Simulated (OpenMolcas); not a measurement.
Single-point calculation of ZnHCl (part 2 of 2)

Continued. System: ZnHCl, SMILES [Cl][ZnH]. Method: MC-PDFT (tOreLYP)/def2-TZVP (OpenMolcas 26.06). The geometry comes from this level: PBE0-D4/def2-TZVP.

Geometry of the input (Å):
```
Cl 1.6216  -0.5933  0.8157
Zn -0.1689  0.0363  -0.0878
H  -1.4636  0.4923  -0.7411
```

The program's output, continued:
```
         12   -3.9039    2.0000
                44 ZN2    2px    (-0.1317)  45 ZN2    3px    ( 0.2982)  49 ZN2    2py    ( 0.1181)  50 ZN2    3py    (-0.2675)
                54 ZN2    2pz    ( 0.3434)  55 ZN2    3pz    (-0.7776)  56 ZN2    *pz    (-0.2341)
         13   -3.9039    2.0000
                44 ZN2    2px    ( 0.1537)  45 ZN2    3px    (-0.3481)  46 ZN2    *px    (-0.1048)  49 ZN2    2py    ( 0.3491)
                50 ZN2    3py    (-0.7905)  51 ZN2    *py    (-0.2380)  55 ZN2    3pz    ( 0.1384)
         14   -3.9030    2.0000
                44 ZN2    2px    (-0.3296)  45 ZN2    3px    ( 0.7472)  46 ZN2    *px    ( 0.2218)  49 ZN2    2py    ( 0.1160)
                50 ZN2    3py    (-0.2631)  54 ZN2    2pz    (-0.1663)  55 ZN2    3pz    ( 0.3771)  56 ZN2    *pz    ( 0.1119)

         15   -1.0154    2.0000
                 3 CL1    3s     (-0.4327)   4 CL1    *s     ( 0.5763)   5 CL1    *s     ( 0.4122)   9 CL1    *px    (-0.1510)
                42 ZN2    *s     ( 0.1093)
         16   -0.8482    2.0000
                59 ZN2    3d2-   (-0.2278)  60 ZN2    *d2-   (-0.1450)  67 ZN2    3d0    ( 0.4481)  68 ZN2    *d0    ( 0.2853)
                69 ZN2    *d0    ( 0.1449)  71 ZN2    3d1+   (-0.2393)  72 ZN2    *d1+   (-0.1523)  75 ZN2    3d2+   ( 0.2992)
                76 ZN2    *d2+   ( 0.1905)
         17   -0.8482    2.0000
                59 ZN2    3d2-   ( 0.2212)  60 ZN2    *d2-   ( 0.1408)  63 ZN2    3d1-   (-0.5435)  64 ZN2    *d1-   (-0.3460)
                65 ZN2    *d1-   (-0.1757)  71 ZN2    3d1+   (-0.1818)  72 ZN2    *d1+   (-0.1158)  75 ZN2    3d2+   ( 0.1601)
                76 ZN2    *d2+   ( 0.1019)
         18   -0.8455    2.0000
                59 ZN2    3d2-   (-0.1235)  63 ZN2    3d1-   (-0.2538)  64 ZN2    *d1-   (-0.1610)  67 ZN2    3d0    ( 0.3510)
                68 ZN2    *d0    ( 0.2227)  69 ZN2    *d0    ( 0.1149)  71 ZN2    3d1+   ( 0.2598)  72 ZN2    *d1+   ( 0.1648)
                75 ZN2    3d2+   (-0.3594)  76 ZN2    *d2+   (-0.2280)  77 ZN2    *d2+   (-0.1177)
         19   -0.8455    2.0000
                59 ZN2    3d2-   ( 0.4541)  60 ZN2    *d2-   ( 0.2881)  61 ZN2    *d2-   ( 0.1487)  63 ZN2    3d1-   ( 0.1371)
                67 ZN2    3d0    ( 0.2394)  68 ZN2    *d0    ( 0.1519)  71 ZN2    3d1+   ( 0.2863)  72 ZN2    *d1+   ( 0.1816)
                75 ZN2    3d2+   ( 0.1879)  76 ZN2    *d2+   ( 0.1192)
         20   -0.8128    2.0000
                 3 CL1    3s     (-0.1184)   4 CL1    *s     ( 0.1565)   5 CL1    *s     ( 0.1185)  42 ZN2    *s     ( 0.1448)
                59 ZN2    3d2-   ( 0.2690)  60 ZN2    *d2-   ( 0.1705)  63 ZN2    3d1-   ( 0.1357)  67 ZN2    3d0    ( 0.1355)
                71 ZN2    3d1+   (-0.3855)  72 ZN2    *d1+   (-0.2443)  73 ZN2    *d1+   (-0.1276)  75 ZN2    3d2+   (-0.3345)
                76 ZN2    *d2+   (-0.2121)  77 ZN2    *d2+   (-0.1108)
         21   -0.4441    2.0000
                 9 CL1    *px    (-0.1587)  10 CL1    *px    (-0.1098)  11 CL1    2py    ( 0.1840)  13 CL1    *py    (-0.2311)
                14 CL1    *py    (-0.5026)  15 CL1    *py    (-0.3475)
         22   -0.4441    2.0000
                 8 CL1    *px    (-0.1038)   9 CL1    *px    (-0.2258)  10 CL1    *px    (-0.1561)  16 CL1    2pz    (-0.1742)
                18 CL1    *pz    ( 0.2187)  19 CL1    *pz    ( 0.4756)  20 CL1    *pz    ( 0.3289)
         23   -0.4588    1.9727
                 9 CL1    *px    (-0.1079)  40 ZN2    3s     ( 0.1030)  41 ZN2    4s     ( 0.1339)  42 ZN2    *s     (-0.3187)
                43 ZN2    *s     (-0.1347)  45 ZN2    3px    (-0.1047)  47 ZN2    *px    ( 0.1905)  86 H3     1s     (-0.1778)
                87 H3     *s     (-0.3096)  88 H3     *s     (-0.1825)
         24   -0.5588    1.9882
                 3 CL1    3s     ( 0.2129)   4 CL1    *s     (-0.3167)   5 CL1    *s     (-0.2544)   6 CL1    2px    ( 0.1278)
                 8 CL1    *px    (-0.1749)   9 CL1    *px    (-0.3812)  10 CL1    *px    (-0.2179)  14 CL1    *py    ( 0.1325)
                19 CL1    *pz    (-0.1922)  20 CL1    *pz    (-0.1099)  41 ZN2    4s     (-0.1102)  42 ZN2    *s     ( 0.2663)

         25    0.3872    0.0283
                 9 CL1    *px    (-0.1537)  40 ZN2    3s     ( 0.1375)  41 ZN2    4s     ( 0.2340)  42 ZN2    *s     (-0.7564)
                43 ZN2    *s     (-0.2334)  47 ZN2    *px    ( 0.3560)  52 ZN2    *py    (-0.1251)  57 ZN2    *pz    ( 0.1796)
                86 H3     1s     ( 0.3998)  87 H3     *s     ( 0.8599)  88 H3     *s     (-0.1371)
         26    0.6808    0.0108
                 4 CL1    *s     ( 0.1542)   5 CL1    *s     (-0.2142)   8 CL1    *px    ( 0.2497)   9 CL1    *px    ( 0.2815)
                10 CL1    *px    (-0.2955)  15 CL1    *py    ( 0.1028)  18 CL1    *pz    ( 0.1259)  19 CL1    *pz    ( 0.1420)
                20 CL1    *pz    (-0.1490)  21 CL1    *d2-   (-0.2171)  22 CL1    *d2-   (-0.1556)  23 CL1    *d1-   (-0.1095)
                25 CL1    *d0    (-0.1103)  27 CL1    *d1+   ( 0.3144)  28 CL1    *d1+   ( 0.2254)  29 CL1    *d2+   ( 0.2739)
                30 CL1    *d2+   ( 0.1964)  43 ZN2    *s     (-0.1887)  45 ZN2    3px    (-0.1264)  47 ZN2    *px    ( 0.3643)
                52 ZN2    *py    (-0.1288)  57 ZN2    *pz    ( 0.1839)  86 H3     1s     ( 0.1533)  87 H3     *s     ( 0.3249)
                88 H3     *s     (-0.1363)
         27    0.0611    0.0000
                10 CL1    *px    (-0.1143)  20 CL1    *pz    ( 0.2419)  48 ZN2    *px    ( 0.4048)  57 ZN2    *pz    (-0.1513)
                58 ZN2    *pz    (-0.8570)
         28    0.0611    0.0000
                15 CL1    *py    (-0.2551)  48 ZN2    *px    ( 0.2905)  52 ZN2    *py    ( 0.1594)  53 ZN2    *py    ( 0.9040)

         29    0.1382    0.0000
                 3 CL1    3s     ( 0.1044)   5 CL1    *s     (-0.5876)  42 ZN2    *s     ( 0.1318)  43 ZN2    *s     (-0.5238)
                47 ZN2    *px    (-0.1373)  48 ZN2    *px    ( 1.5884)  53 ZN2    *py    (-0.5592)  58 ZN2    *pz    ( 0.8015)
                62 ZN2    *d2-   ( 0.1114)  74 ZN2    *d1+   (-0.1597)  78 ZN2    *d2+   (-0.1386)  88 H3     *s     ( 1.1800)

--

      Von Neumann Entropy (Root   1) =  0.15568

      Mulliken population analysis for root number:  1
      -----------------------------------------------

++    Molecular charges:
      ------------------

      Mulliken charges per centre and basis function type
      ---------------------------------------------------

                CL1     ZN2     H3
      1s       2.0118  1.9997  0.2292
      2s       0.4458  2.0004  0.0000
      2px      1.3923  1.9960  0.0000
      2pz      1.3958  1.9959  0.0000
      2py      1.3964  1.9959  0.0000
      3s       1.5167  1.1827  0.0000
      3px      0.5654  1.6019  0.0000
      3pz      0.5631  1.5898  0.0000
      3py      0.5627  1.5877  0.0000
      4s       0.0000  0.7961  0.0000
      3d2+     0.0000  1.0898  0.0000
      3d1+     0.0000  1.0875  0.0000
      3d0      0.0000  1.0957  0.0000
      3d1-     0.0000  1.0954  0.0000
      3d2-     0.0000  1.0924  0.0000
      *s       1.9601  0.8660  0.8665
      *px      1.7713  0.7357  0.0038
      *pz      1.9172  0.5364  0.0013
      *py      1.9428  0.5014  0.0009
      *d2+     0.0075  0.9194  0.0000
      *d1+     0.0091  0.9215  0.0000
      *d0      0.0030  0.9129  0.0000
      *d1-     0.0019  0.9086  0.0000
      *d2-     0.0061  0.9189  0.0000
      *f3+     0.0002  0.0000  0.0000
      *f2+     0.0003  0.0000  0.0000
      *f1+     0.0002  0.0000  0.0000
      *f0      0.0002  0.0000  0.0000
      *f1-     0.0000  0.0000  0.0000
      *f2-     0.0003  0.0000  0.0000
      *f3-     0.0003  0.0000  0.0000
      Total   17.4708 29.4276  1.1017

      N-E     -0.4708  0.5724 -0.1017

      Total electronic charge=   48.000000

      Total            charge=   -0.000000
--

      Expectation values of various properties for root number:  1
      -----------------------------------------------------------

++    Molecular properties:
      ---------------------

      Charge (e):
                      =   -0.0000
      Dipole Moment (debye):
      Origin of the operator (angstrom)=    0.4447   -0.1795    0.2219
                   X= -1.6509E+00               Y=  5.7953E-01               Z= -8.3311E-01           Total=  1.9379E+00
      Quadrupole Moment (debye*angstrom):
      Origin of the operator (angstrom)=    0.4447   -0.1795    0.2219
                  XX= -3.1954E+01              XY=  1.9540E+00              XZ= -2.8009E+00              YY= -2.7091E+01
                  YZ=  9.8600E-01              ZZ= -2.7817E+01
      In traceless form (debye*angstrom)
                  XX= -4.5001E+00              XY=  2.9310E+00              XZ= -4.2014E+00              YY=  2.7942E+00
                  YZ=  1.4790E+00              ZZ=  1.7059E+00
--

      Average orbitals are written to the RASORB file
      Natural orbitals for root   1 are written to the RASORB.1 file
      Spin density orbitals for root   1 are written to the SPDORB.1 file

--- Stop Module: rasscf /rc=_RC_ALL_IS_WELL_ ---
--- Module rasscf spent 2 seconds ---

--- Start Module: mcpdft ---

                                              &MCPDFT

                       available to each process: 1.9 GB of memory, 1 thread

 ###############################################################################
 ###    WARNING: Deprecation warning: KSDF should be replaced                ###
 ###    with FUNC keyword                                                    ###
 ###############################################################################

++    Wave function specifications:
      -----------------------------

      Number of closed shell electrons          44
      Number of electrons in active shells       4
      Max number of holes in RAS1 space          0
      Max nr of electrons in RAS3 space          0
      Number of inactive orbitals               22
      Number of active orbitals                  4
      Number of secondary orbitals              65
      Spin quantum number                      0.0
      State symmetry                             1
      Number of CSFs                            20
      Number of RASSCF root(s) available         1
--

++    Orbital specifications:
      -----------------------

      Symmetry species                           1
                                                 a
      Frozen orbitals                            0
      Inactive orbitals                         22
      Active orbitals                            4
      RAS1 orbitals                              0
      RAS2 orbitals                              4
      RAS3 orbitals                              0
      Secondary orbitals                        65
      Deleted orbitals                           0
      Number of basis functions                 91
--

++    MCPDFT specifications:
      ----------------------

      Cholesky decomposition                     On
      Type of calculation                        MC-PDFT
      On-Top Functional                          T:ORELYP
      Exchange scaling factor                    1.00
      Correlation scaling factor                 1.00
      Wave function energy weight                0.00
--

      Numerical integration parameters
      --------------------------------
      Radial quadrature type:                         MHL
      Size of radial grid:                            75
      Lebedev angular grid:                           29
      Angular grid pruned with the crowding factor:  3.00E+00
                                 and fading factor:  6.00E+00
      Screening threshold for integral computation:   1.00E-11
      Radial quadrature accuracy:                     1.00E-25
      Maximum batch size:                             128
      AO values are stored on disk

++    DFT functional specifications:
      ------------------------------
      Using Libxc version: 6.2.2
      Please cite the following reference:
      S. Lehtola, C. Steigemann, M. J.T. Oliveira, and M. A.L. Marques.,  SoftwareX 7, 1–5 (2018) doi:10.1016/j.softx.2017.11.002

      * Handy & Cohen OPTX 01
        - N. C. Handy and A. J. Cohen.,  Mol. Phys. 99, 403 (2001) doi:10.1080/00268970010018431
      * Takkar and McCarthy reparametrization
--
   File JOBOLD not found -- use JOBIPH.
      The MO-coefficients are taken from the file:
      JOBIPH
 Reference MC-SCF energies taken from JOBIPH

++    MC-PDFT RESULTS, STATE 0001
      ---------------------------

      MCSCF reference energy                                            -2237.96890450

      Integrated total density:                                                 48.000
      Integrated alpha density before functional transformation:                24.000
      Integrated  beta density before functional transformation:                24.000
      Integrated alpha density  after functional transformation:                24.678
      Integrated  beta density  after functional transformation:                23.322
      Integrated alpha tau     before functional transformation:                 0.000
      Integrated  beta tau     before functional transformation:                 0.000
      Integrated alpha tau      after functional transformation:                 0.000
      Integrated  beta tau      after functional transformation:                 0.000
      NOTE:
      Densities after transformation are intermediate quantities
      and should not be interpreted as real spin densities

      Exchange energy scaling factor                                          1.000000
      Correlation energy scaling factor                                       1.000000

      Integrated alpha exchange energy                                      -49.478156
      Integrated beta  exchange energy                                      -48.828502
      Integrated  correlation   energy                                       -2.077655

      Nuclear Repulsion energy                                            141.31587457
      CASSCF contribution energy                                        -2140.27903467
      On-top energy                                                      -100.38431208

      Total MCPDFT energy for state   1                                 -2240.66334675
--

::    MCPDFT root number  1 Total energy:  -2240.66334675

--- Stop Module: mcpdft /rc=_RC_ALL_IS_WELL_ ---

.##################.
.# Happy landing! #.
.##################.

    Timing: Wall=5.28 User=4.77 System=0.50
```

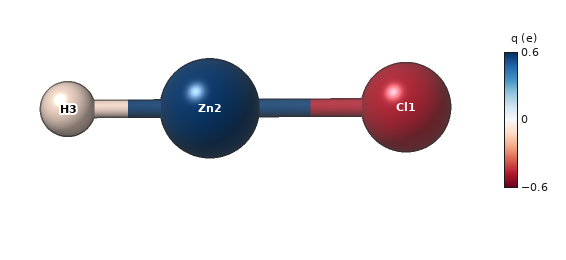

**Figure 1.** Mulliken charges, as the colour of each atom (ball-and-stick view, seen on its broad side; atoms are numbered from 1 in the order of the input). By element: Cl −0.47, Zn +0.57 and H −0.10 e.

Results in brief:

```tsv
quantity	value
outcome	converged
total energy	−2240.663347 hartree
basis functions	91
dipole moment	1.94 debye
wall time	5.7 s
peak memory	0.083 GiB
```
